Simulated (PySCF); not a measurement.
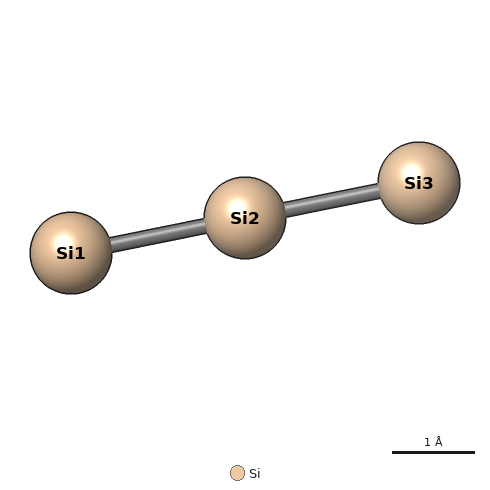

(Drawn from a calculation with PySCF.)

Orthographic view. Atoms fade into the background with distance from the viewer. Geometry: a fixed input geometry, not necessarily a minimum.

Write a Z-matrix (Å, degrees) in the order of the atom numbers, with these reference atoms: 2 to 1; 3 to 2, 1.

```
Si 
Si   1   2.170
Si   2   2.170   1   179.9
```
